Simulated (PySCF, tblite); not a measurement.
# C22H12BN: electronic excitations, NMR shifts

What do calculations give for the electronic excitations, NMR shifts of C22H12BN (`C1=CN2C=Cc3ccc4ccc5ccc6ccc1c1c6c5c4c3B12`)?

Programs: tblite 0.8.0 and PySCF 2.14.0, with routines of our own; each step states its level. All values are computed. Atoms count from 0.

1 further run of the same task is left out (for a known fault of the program).

## (1) The starting structure

36 atoms, charge 0, multiplicity 1; geometry from: force field, distance geometry or constructed start.

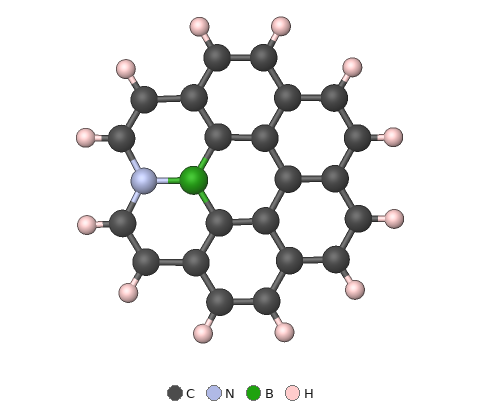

The starting geometry (carbon dark grey, nitrogen light blue, boron green, hydrogen pink).

## (2) Geometry optimisation with GFN2-xTB

The job: settings as JSON, then the geometry in Å.

```
{"job": {"kind": "relax", "xc": "GFN2-xTB", "basis": "xTB"}, "charge": 0, "multiplicity": 1}
C      3.784100     0.359700    -0.042100
C      3.431700     1.665800     0.155500
N      2.058800     2.077400     0.260000
C      1.599600     3.440400     0.466700
C      0.275900     3.745000     0.555600
C     -0.805900     2.706100     0.421400
C     -2.165800     3.030900     0.502900
C     -3.140600     2.025700     0.382000
C     -2.770000     0.675100     0.170000
C     -3.739200    -0.335200     0.045100
C     -3.352000    -1.667000    -0.167000
C     -1.993700    -2.018500    -0.251200
C     -1.608300    -3.351300    -0.455200
C     -0.248200    -3.703600    -0.549100
C      0.747000    -2.721300    -0.425500
C      2.116000    -3.061500    -0.503700
C      3.112200    -2.069300    -0.386000
C      2.753000    -0.733800    -0.178900
C      1.393100    -0.421700    -0.095500
C      0.379600    -1.382800    -0.213300
C     -1.005600    -1.012400    -0.125000
C     -1.408000     0.341700     0.085700
C     -0.457200     1.373000     0.222300
B      1.000900     1.013500     0.125300
H      4.829900     0.107600    -0.104100
H      4.212500     2.403900     0.256000
H      2.332200     4.230700     0.572200
H     -0.007500     4.779300     0.714700
H     -2.473300     4.055000     0.665000
H     -4.188900     2.297100     0.450900
H     -4.787800    -0.095500     0.104300
H     -4.119300    -2.423400    -0.258800
H     -2.355000    -4.128700    -0.559300
H      0.017200    -4.742300    -0.704300
H      2.420300    -4.088400    -0.674200
H      4.155900    -2.349600    -0.457700
```

Command:

```console
$ OMP_NUM_THREADS=2 python large_run.py task.json out
```

This one command runs all jobs of the session in turn.

Log:

```text
step      E/eV     max force
  0   -1563.33126    2.360
  1   -1563.75783    1.247
  2   -1563.88706    0.832
  3   -1563.97030    0.579
  4   -1564.02076    0.571
  5   -1564.04661    0.395
  6   -1564.06616    0.266
  7   -1564.07906    0.193
  8   -1564.08761    0.164
  9   -1564.09220    0.164
 10   -1564.09487    0.124
 11   -1564.09721    0.100
 12   -1564.09920    0.077
 13   -1564.10028    0.058
 14   -1564.10065    0.030
 15   -1564.10081    0.025
 16   -1564.10096    0.021
 17   -1564.10110    0.021
 18   -1564.10117    0.015
```

Wall time 0.67 s (2 threads of Arm Neoverse N1, shared host); peak memory 0.18 GiB.

Along the way:

```tsv
step	energy from step 0 (eV)	largest force (eV/Å)
0	0.0000	2.3592
1	-0.4266	1.2475
2	-0.5558	0.8322
3	-0.6390	0.5794
4	-0.6895	0.5711
5	-0.7154	0.3952
6	-0.7349	0.2661
7	-0.7478	0.1925
8	-0.7564	0.1640
9	-0.7609	0.1641
10	-0.7636	0.1243
11	-0.7659	0.0993
12	-0.7679	0.0775
13	-0.7690	0.0584
14	-0.7694	0.0295
15	-0.7695	0.0252
16	-0.7697	0.0214
17	-0.7698	0.0212
18	-0.7699	0.0146
```

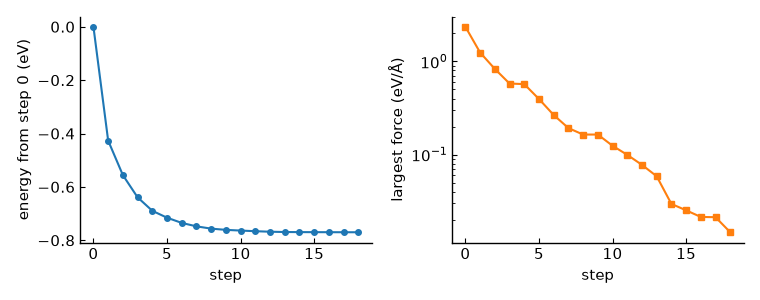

Energy and largest force along the relaxation.

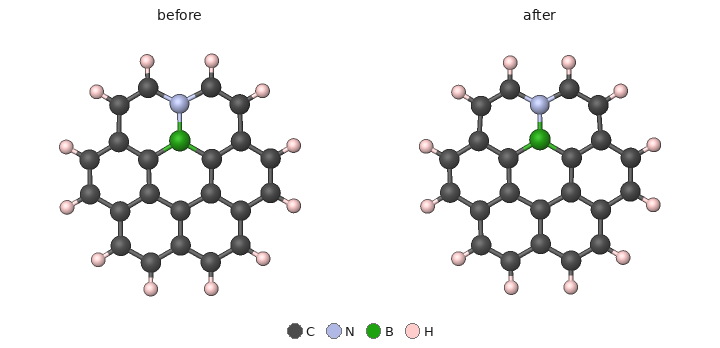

The geometry before (left) and after (right).

Distances of close pairs at the start and the end, largest changes first:

```tsv
bond	before (Å)	after (Å)	change (Å)
N2–B23	1.506	1.422	-0.084
N2–C3	1.453	1.369	-0.084
C0–C17	1.509	1.433	-0.076
C4–C5	1.506	1.433	-0.073
C1–N2	1.437	1.369	-0.068
C12–C13	1.408	1.362	-0.046
C15–C16	1.411	1.369	-0.042
C9–C10	1.403	1.362	-0.041
```

The end geometry stands in the next job.

## (3) Electronic excitations: TDDFT CAM-B3LYP/def2-SVP

The job: settings as JSON, then the geometry in Å.

```
{"job": {"kind": "uv", "basis": "def2-SVP", "grid": 1, "kgrid": 0, "vcut": 1.5, "nstates": 6, "ntriplets": 2, "tda": false, "delta": ["ip_vertical"], "pop": true, "xc": "CAM-B3LYP"}, "charge": 0, "multiplicity": 1}
C      3.694929     0.360180    -0.039082
C      3.322348     1.653327     0.162846
N      2.011920     2.038391     0.253583
C      1.592000     3.325466     0.455620
C      0.276518     3.663534     0.539362
C     -0.796307     2.719889     0.425663
C     -2.170798     3.037086     0.507446
C     -3.109687     2.048895     0.383962
C     -2.761138     0.692406     0.173091
C     -3.722814    -0.338908     0.042785
C     -3.336244    -1.629105    -0.159538
C     -1.967417    -1.991763    -0.247436
C     -1.568981    -3.337040    -0.458166
C     -0.256027    -3.689210    -0.542840
C      0.763766    -2.713934    -0.423093
C      2.142710    -3.026782    -0.505148
C      3.119233    -2.074890    -0.388138
C      2.766511    -0.723031    -0.177027
C      1.409262    -0.399142    -0.094008
C      0.393212    -1.369784    -0.213185
C     -0.982590    -0.994467    -0.122751
C     -1.394103     0.357402     0.089148
C     -0.437033     1.385010     0.218378
B      1.016665     1.030303     0.128790
H      4.750589     0.136202    -0.099090
H      4.068139     2.434387     0.260413
H      2.363818     4.081401     0.548526
H      0.025452     4.702359     0.700577
H     -2.475823     4.062668     0.667162
H     -4.160905     2.296644     0.447454
H     -4.771714    -0.083290     0.106612
H     -4.077630    -2.410272    -0.258568
H     -2.341193    -4.088521    -0.551365
H      0.026750    -4.720600    -0.703668
H      2.417676    -4.060628    -0.666808
H      4.162555    -2.352428    -0.456827
```

Level: TDDFT CAM-B3LYP/def2-SVP, vertical, gas phase, core orbitals frozen in the response, virtual orbitals cut by energy.

Log:

```text
start: PBE on a coarse grid of 31428 points
cycle   1  E = -923.1094351615  dE =  4.299e+00  |g| = 7.907e-01  |ddm| = 9.809e+00
cycle   2  E = -922.7127180105  dE =  3.967e-01  |g| = 1.382e+00  |ddm| = 3.384e+00
cycle   3  E = -923.2223762103  dE = -5.097e-01  |g| = 5.266e-01  |ddm| = 2.735e+00
cycle   4  E = -923.3037858138  dE = -8.141e-02  |g| = 8.981e-02  |ddm| = 7.836e-01
cycle   5  E = -923.3044806299  dE = -6.948e-04  |g| = 7.353e-02  |ddm| = 2.189e-01
cycle   6  E = -923.3058588118  dE = -1.378e-03  |g| = 1.853e-02  |ddm| = 1.236e-01
cycle   7  E = -923.3059120842  dE = -5.327e-05  |g| = 1.228e-02  |ddm| = 4.235e-02
cycle   8  E = -923.3059650074  dE = -5.292e-05  |g| = 1.436e-03  |ddm| = 1.900e-02
final grid: 138781 points
cycle   9  E = -924.1192779907  dE = -1.522e-02  |g| = 4.098e-02  |ddm| = 8.935e-01
cycle  10  E = -924.1199820220  dE = -7.040e-04  |g| = 2.538e-02  |ddm| = 1.555e-01
cycle  11  E = -924.1201493933  dE = -1.674e-04  |g| = 1.219e-02  |ddm| = 4.387e-02
cycle  12  E = -924.1202000367  dE = -5.064e-05  |g| = 4.589e-03  |ddm| = 2.269e-02
cycle  13  E = -924.1202100650  dE = -1.003e-05  |g| = 1.546e-03  |ddm| = 9.946e-03
cycle  14  E = -924.1202073105  dE =  2.754e-06  |g| = 7.923e-04  |ddm| = 4.078e-03
cycle  15  E = -924.1202108919  dE = -3.581e-06  |g| = 1.866e-04  |ddm| = 2.354e-03
cycle  16  E = -924.1202097190  dE =  1.173e-06  |g| = 8.323e-05  |ddm| = 5.527e-04
converged SCF energy = -924.1202097190
Vertical ionisation energy (delta-SCF) = 7.3531 eV   <S^2> = 0.797

Static polarisability (au): isotropic 261.527, principal 94.028 343.938 346.614

Singlet excitations
state   eV       nm        f      main configurations
  1   3.7028    334.8   0.01951   H->L 0.64, H-1->L+1 0.30
  2   3.9834    311.3   0.00017   H-1->L 0.50, H->L+1 0.46
  3   4.2098    294.5   0.00000   H-2->L+1 0.91
  4   4.3171    287.2   0.02579   H-2->L 0.81
  5   4.7283    262.2   0.70364   H->L+1 0.46, H-1->L 0.34, H-2->L 0.08
  6   4.7560    260.7   0.16476   H-3->L 0.72, H-1->L+1 0.18

Triplet excitations (Tamm-Dancoff, eV): 2.9246 3.1726
```

Wall time 4.2 min (2 threads of Arm Neoverse N1, shared host); peak memory 1.6 GiB.

The orbitals next to the gap, with their largest atomic shares:

```tsv
orbital	eV	atoms
HOMO−4	-9.15	C3 10 %, C1 10 %, C13 9 %
HOMO−3	-8.14	C19 14 %, C21 14 %, C18 14 %
HOMO−2	-7.41	C20 17 %, B23 14 %, C22 10 %
HOMO−1	-7.11	C0 10 %, C4 10 %, C11 10 %
HOMO	-6.90	C12 11 %, C10 11 %, C17 8 %
LUMO	-0.65	C15 9 %, C7 9 %, C11 7 %
LUMO+1	-0.53	C3 9 %, C1 9 %, C10 9 %
LUMO+2	0.96	C11 9 %, C3 8 %, C1 8 %
LUMO+3	1.06	C18 13 %, C22 13 %, C19 12 %
```

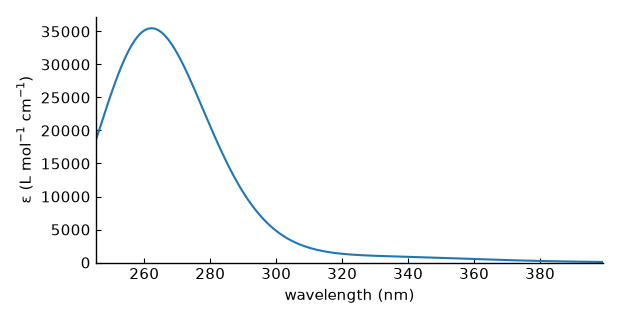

Absorption spectrum: each of the 6 states is a Gaussian band of 0.4 eV half-width at 1/e. Beyond the last state computed it falls off for lack of states.

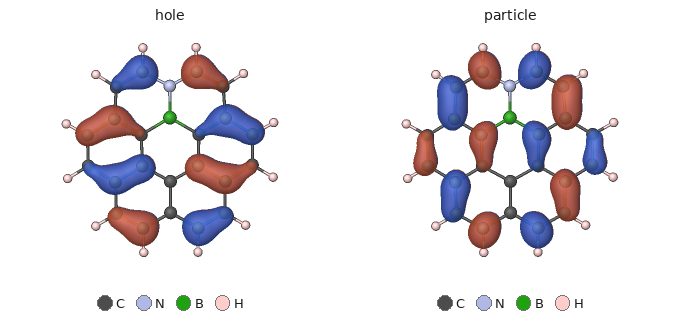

Leading natural transition orbitals of singlet state 5: the electron leaves the hole (left) for the particle orbital (right).

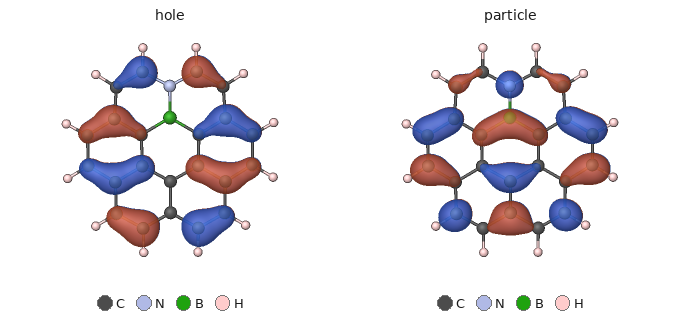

Leading natural transition orbitals of singlet state 1: the electron leaves the hole (left) for the particle orbital (right).

Ground-state properties from the same run:

```tsv
property	computed
dipole moment (D)	1.36
polarisability (Å³)	38.75
HOMO–LUMO gap (eV)	6.25
−ε(HOMO) (eV)	6.90
```

Orbitals, density, ELF and potential are computed afterwards from the orbital file.

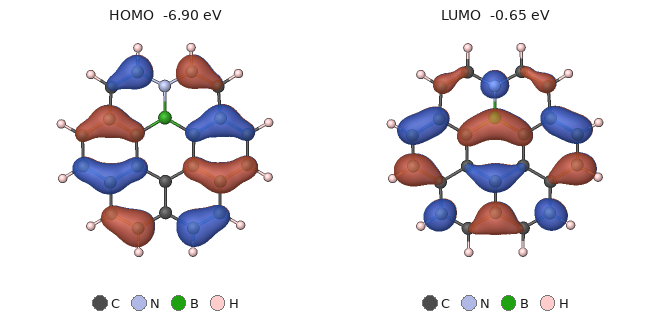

Frontier orbitals at CAM-B3LYP/def2-SVP; each surface holds 70 % of the orbital's density, blue and red mark the sign.

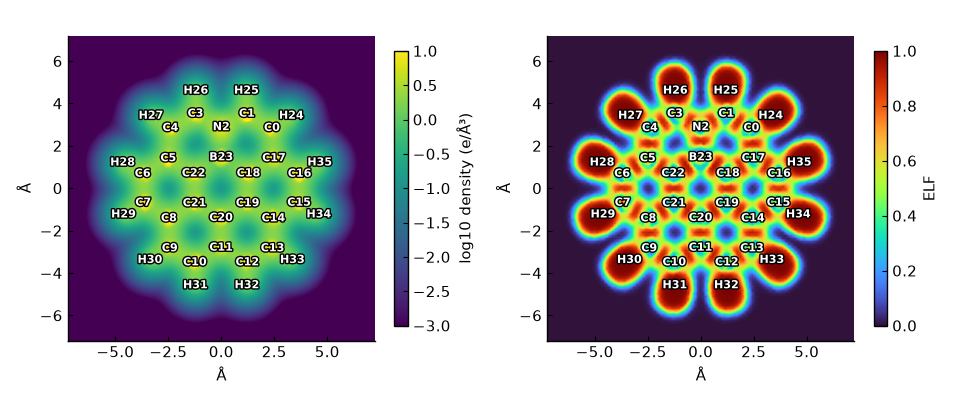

Density (left) and ELF (right) in a plane through or near 36 of the atoms.

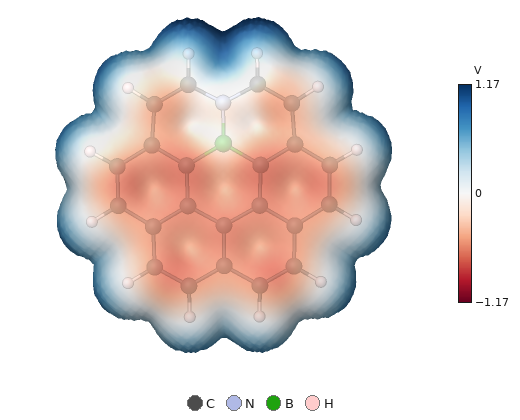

Electrostatic potential on the surface of density 0.002 e/bohr³; red is low, blue high. It runs, from the 1st to the 99th percentile, from -0.65 V near C22 to 1.17 V near H25.

## (4) NMR shifts: GIAO KT3/pcSseg-1

The job, as its differences from that of step 3:

```diff
@@ -1,2 +1,2 @@
-{"job": {"kind": "uv", "basis": "def2-SVP", "grid": 1, "kgrid": 0, "vcut": 1.5, "nstates": 6, "ntriplets": 2, "tda": false, "delta": ["ip_vertical"], "pop": true, "xc": "CAM-B3LYP"}, "charge": 0, "multiplicity": 1}
+{"job": {"kind": "nmr", "xc": "KT3", "basis": "pcSseg-1", "pop": false}, "charge": 0, "multiplicity": 1}
 C      3.694929     0.360180    -0.039082
```

Method: GIAO KT3/pcSseg-1 NMR shielding, non-relativistic, gas phase.

Log:

```text
start: PBE on a coarse grid of 31428 points
cycle   1  E = -923.6413884383  dE =  4.510e+00  |g| = 8.405e-01  |ddm| = 7.740e+00
cycle   2  E = -923.2241272005  dE =  4.173e-01  |g| = 1.437e+00  |ddm| = 3.633e+00
cycle   3  E = -923.7577893732  dE = -5.337e-01  |g| = 5.640e-01  |ddm| = 2.776e+00
cycle   4  E = -923.8493906231  dE = -9.160e-02  |g| = 9.175e-02  |ddm| = 7.677e-01
cycle   5  E = -923.8501078245  dE = -7.172e-04  |g| = 7.436e-02  |ddm| = 2.137e-01
cycle   6  E = -923.8514692155  dE = -1.361e-03  |g| = 2.003e-02  |ddm| = 1.208e-01
cycle   7  E = -923.8515333931  dE = -6.418e-05  |g| = 1.311e-02  |ddm| = 4.145e-02
cycle   8  E = -923.8515901220  dE = -5.673e-05  |g| = 1.482e-03  |ddm| = 1.799e-02
final grid: 294537 points
cycle   9  E = -940.6043814092  dE = -5.443e-02  |g| = 4.836e-02  |ddm| = 1.858e+00
cycle  10  E = -940.6029106652  dE =  1.471e-03  |g| = 9.344e-02  |ddm| = 1.338e-01
cycle  11  E = -940.6047694646  dE = -1.859e-03  |g| = 2.090e-02  |ddm| = 9.814e-02
cycle  12  E = -940.6048789308  dE = -1.095e-04  |g| = 9.304e-03  |ddm| = 3.856e-02
cycle  13  E = -940.6049061175  dE = -2.719e-05  |g| = 1.941e-03  |ddm| = 1.431e-02
cycle  14  E = -940.6049070664  dE = -9.489e-07  |g| = 9.514e-04  |ddm| = 3.597e-03
cycle  15  E = -940.6049061498  dE =  9.166e-07  |g| = 4.069e-04  |ddm| = 1.806e-03
cycle  16  E = -940.6049068065  dE = -6.567e-07  |g| = 5.431e-05  |ddm| = 6.469e-04
converged SCF energy = -940.6049068065

GIAO shielding tensors (ppm)
atom      isotropic    diamagn.    paramagn.     s11        s22        s33       span
  0 C       73.319     246.088    -172.769     -9.026     78.313    150.669    159.695
  1 C       61.456     245.134    -183.679    -11.466     67.587    128.246    139.711
  2 N       70.576     340.102    -269.527    -45.522      7.089    250.161    295.683
  3 C       61.457     245.133    -183.676    -11.463     67.590    128.245    139.707
  4 C       73.321     246.104    -172.783     -9.023     78.312    150.672    159.695
  5 C       57.368     253.154    -195.786    -23.476      7.980    187.600    211.076
  6 C       66.519     248.316    -181.797    -20.410     59.064    160.901    181.311
  7 C       60.788     248.456    -187.669    -27.546     53.776    156.133    183.678
  8 C       63.510     250.879    -187.369     -2.692      1.314    191.909    194.600
  9 C       63.612     247.730    -184.118    -24.427     58.773    156.490    180.917
 10 C       63.571     247.273    -183.702    -24.080     59.859    154.934    179.014
 11 C       61.666     252.953    -191.287     -7.260      3.176    189.082    196.342
 12 C       63.569     247.285    -183.716    -24.086     59.865    154.928    179.013
 13 C       63.607     247.735    -184.128    -24.434     58.765    156.489    180.924
 14 C       63.501     250.951    -187.450     -2.705      1.304    191.905    194.611
 15 C       60.774     248.538    -187.764    -27.563     53.782    156.103    183.666
 16 C       66.523     248.260    -181.737    -20.403     59.060    160.911    181.313
 17 C       57.370     253.156    -195.786    -23.465      7.979    187.597    211.062
 18 C       66.674     263.930    -197.256    -21.139      7.768    213.392    234.531
 19 C       64.803     247.122    -182.319    -11.176     10.796    194.788    205.963
 20 C       69.620     242.288    -172.667      0.894     16.834    191.132    190.238
 21 C       64.808     247.115    -182.308    -11.165     10.793    194.795    205.959
 22 C       66.676     263.919    -197.243    -21.130      7.767    213.391    234.520
 23 B       85.334     203.176    -117.841     46.484     69.659    139.859     93.375
 24 H       23.550      30.293      -6.743     16.103     26.287     28.261     12.158
 25 H       22.841      27.499      -4.658     14.649     26.163     27.712     13.063
 26 H       22.841      27.499      -4.658     14.649     26.163     27.712     13.063
 27 H       23.550      30.299      -6.749     16.102     26.287     28.261     12.159
 28 H       22.920      31.218      -8.299     15.560     25.481     27.717     12.156
 29 H       22.698      31.393      -8.695     15.104     25.141     27.849     12.746
 30 H       22.836      31.725      -8.889     15.391     25.365     27.750     12.359
 31 H       22.871      31.941      -9.070     15.243     25.444     27.925     12.682
 32 H       22.870      31.946      -9.075     15.243     25.444     27.924     12.681
 33 H       22.836      31.749      -8.913     15.392     25.365     27.751     12.359
 34 H       22.697      31.386      -8.689     15.105     25.140     27.848     12.743
 35 H       22.920      31.191      -8.271     15.561     25.482     27.718     12.156
```

Wall time 48 s (2 threads of Arm Neoverse N1, shared host); peak memory 1.2 GiB.

The references, computed at this level on geometries of the same kind, shield at (ppm): ¹H TMS 31.76, ¹³C TMS 184.7, ¹⁵N NH3 264.4, ¹¹B BF3·OEt2 100.0. Their shielding less the atom's gives the shift. The references are single molecules in the gas phase, so shifts against H2O, NH3, PH3, H3PO4 or CFCl3 are not on the usual liquid scales and can be off by tens of ppm. Atoms listed in one row are averaged.

```tsv
atoms	environment	σ (ppm)	δ (ppm)
C5, C17	substituted aromatic carbon	57.4	127.4
C7, C15	aromatic CH	60.8	123.9
C1, C3	alkene carbon bearing nitrogen	61.5	123.3
C11	ring-fusion aromatic carbon	61.7	123.1
C8, C14	ring-fusion aromatic carbon	63.5	121.2
C10, C12	aromatic CH	63.6	121.2
C9, C13	aromatic CH	63.6	121.1
C19, C21	ring-fusion aromatic carbon	64.8	119.9
C6, C16	aromatic CH	66.5	118.2
C18, C22	substituted aromatic carbon	66.7	118.0
C20	ring-fusion aromatic carbon	69.6	115.1
C0, C4	β carbon of an enol-ether or enamine type C=C	73.3	111.4
H29, H34	hydrogen on an aromatic CH	22.70	9.06
H30, H33	hydrogen on an aromatic CH	22.84	8.92
H25, H26	hydrogen on an alkene carbon bearing nitrogen	22.84	8.92
H31, H32	hydrogen on an aromatic CH	22.87	8.89
H28, H35	hydrogen on an aromatic CH	22.92	8.84
H24, H27	hydrogen on a β carbon of an enol-ether or enamine type C=C	23.55	8.21
N2	enamine nitrogen	70.6	193.8
B23	boron bonded to 2 C, N, in a 6-membered ring	85.3	14.6
```

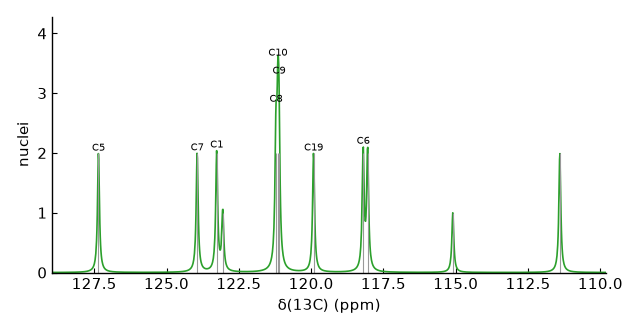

¹³C lines at the computed shifts, without couplings. Lines are broadened to a width of 0.08 ppm (Lorentzian).

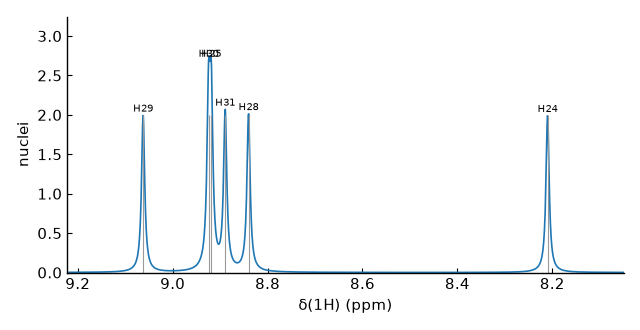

¹H lines at the computed shifts, without couplings. Lines are broadened to a width of 0.01 ppm (Lorentzian).

Ring of atoms C0, C1, N2, C17, C18, B23: NICS(0) -7.0, NICS(1) -9.0, NICS(1)zz -21.1 ppm (means of both faces).

Ring of atoms C5, C6, C7, C8, C21, C22: NICS(0) -9.3, NICS(1) -12.3, NICS(1)zz -30.3 ppm (means of both faces).

Ring of atoms C8, C9, C10, C11, C20, C21: NICS(0) -8.8, NICS(1) -11.6, NICS(1)zz -28.0 ppm (means of both faces).

## (5) Summary of results

| quantity | value |
| --- | --- |
| lowest singlet (CAM-B3LYP/def2-SVP) | 3.70 eV (335 nm), f = 0.020 |
| brightest single state of those computed | state 5, 4.73 eV, f = 0.704 |
| lowest triplet | 2.92 eV |
| surface potential, 1st and 99th percentile | -0.65 V and 1.17 V |
| ¹³C shifts against TMS (KT3/pcSseg-1, means over atoms taken as alike) | 127.4, 123.9, 123.3, 123.1, 121.2, 121.2, 121.1, 119.9, 118.2, 118.0, 115.1, 111.4 ppm |
| ¹H shifts against TMS (KT3/pcSseg-1, means over atoms taken as alike) | 9.06, 8.92, 8.92, 8.89, 8.84, 8.21 ppm |
| ¹⁵N shifts against NH3 (KT3/pcSseg-1) | 193.8 ppm |
| ¹¹B shifts against BF3·OEt2 (KT3/pcSseg-1) | 14.6 ppm |

**Reading.** The lowest singlet, at 3.70 eV, is HOMO→LUMO 0.64, HOMO−1→LUMO+1 0.30 and is weak; of the 6 states computed, the strongest absorption comes from states 5 to 6 together at 4.73 eV (the last computed, so partners may be missing). The lowest triplet lies 0.78 eV below the lowest singlet (triplets in Tamm-Dancoff, singlets in full TDDFT). By nearest atom (CAM-B3LYP/def2-SVP), the HOMO sits on 4 C atoms about 9 % each; 4 C atoms about 7 % each and the LUMO on C7, C11, C15 about 8 % each; C9, C13, C20 about 6 % each. At KT3/pcSseg-1: The widest tensor belongs to N2: span 296 ppm, with a paramagnetic part of -270 ppm. NICS(1)zz of -21 ppm above the planar ring from C0 marks a diatropic (aromatic) ring current. NICS(1)zz of -30 ppm above the planar ring from C5 marks a diatropic (aromatic) ring current. NICS(1)zz of -28 ppm above the planar ring from C8 marks a diatropic (aromatic) ring current.
